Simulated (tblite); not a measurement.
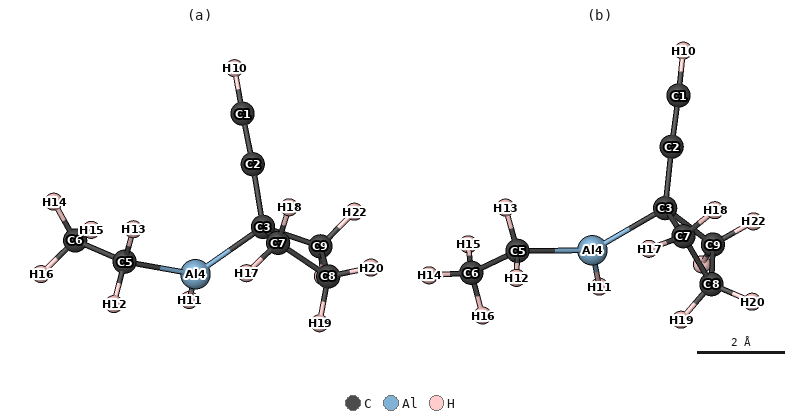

The structure of C₈H₁₃Al before (left) and after (right) a relaxation, at one scale.

The picture is a ball-and-stick view, seen face on.

All numbers below come from tblite, GFN2-xTB geometry optimisation, gas phase. 

Describe what moved and what it gained.

The energy falls by 0.796 eV in 205 geometry steps. The largest move after the best rigid fit is that of an H atom, 1.81 Å. Largest moves by element: H 1.81 Å, C 0.95 Å, Al 0.58 Å. Among the contacts that change: C–C 1.491 → 1.554 Å, Al–H 1.601 → 1.553 Å, C–C 1.516 → 1.557 Å, C–H 1.132 → 1.091 Å. Bond angles that change, for instance: Al–C–C 116.5° → 102.3°, C–Al–C 114.5° → 126.5°, C–C–Al 113.8° → 123.7°. Groups turn about C–C by about 55°, Al–C by about 30°. The run took 3.4 s on 1 thread of Arm Neoverse N1, on a shared host.
